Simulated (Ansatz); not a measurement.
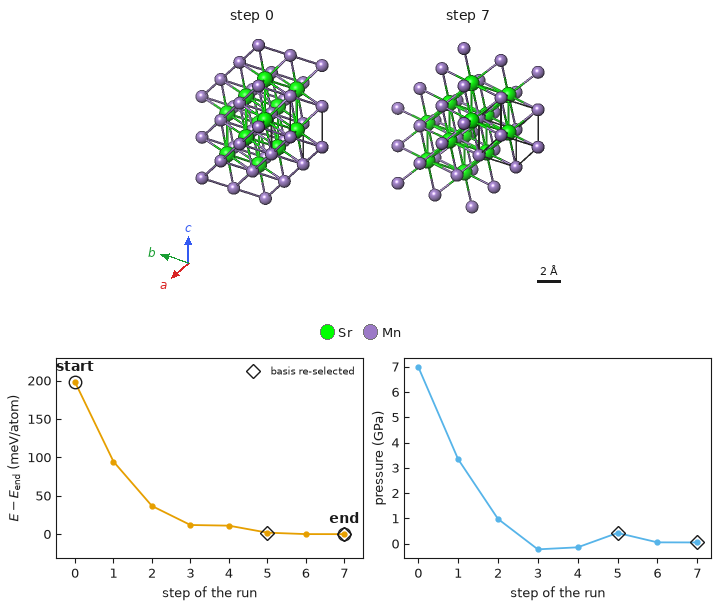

First and last geometry of a relaxation of crystalline SrMn (built on the CuAu (L1_0)_123 type) (coarse preliminary run), with the history of the run. Style: ball-and-stick. Shown: the cell of the calculation, repeated 3 × 2 × 2 with one cell outlined, from a free direction.

Case: CuAu (L1_0) type (P4/mmm, No. 123).

Level of theory: DFT PBE, scalar-relativistic, plane waves, PAW in Ansatz. Settings: plane-wave cutoff 420 eV; k-point mesh 6 × 6 × 4; occupations gaussian; smearing width 0.1 eV; collinear spin; cell and atoms relaxed; force threshold 0.04 eV/Å; at most 70 steps.

> What do the curves and the structures tell?

It converged. The energy falls by 198 meV per atom in 5 accepted moves (7 points after the start). All forces vanish by symmetry, so only the cell relaxes. The pressure goes from 7.00 to 0.05 GPa. At 2 points the geometry stayed and the basis and grid were re-selected for the new cell (energy shift of 9.1 meV per atom at most each time). No atom moves by more than 0.005 Å relative to the cell. The drawn cell changes as follows: a = b 3.315 → 3.868 Å (+16.7 %), c 4.345 → 3.986 Å (−8.3 %); the volume changes by +24.9 %. Among the contacts that change: Mn–Mn 3.315 → 3.868 Å, Sr–Sr 3.315 → 3.868 Å, Sr–Sr 4.345 → 3.986 Å, Mn–Sr 3.196 → 3.384 Å. The space group stays P4/mmm (No. 123).

```
step  E − E(0), meV/atom  pressure, GPa  volume, Å³/atom                      note
   0                0.00           7.00           23.869                          
   1             -103.56           3.34           26.443                          
   2             -161.42           0.98           28.405                          
   3             -186.20          -0.22           29.480                          
   4             -187.06          -0.14           29.343                          
   5             -196.18           0.43           29.343  same geometry, new basis
   6             -198.07           0.05           29.816                          
   7             -198.12           0.05           29.816  same geometry, new basis
```
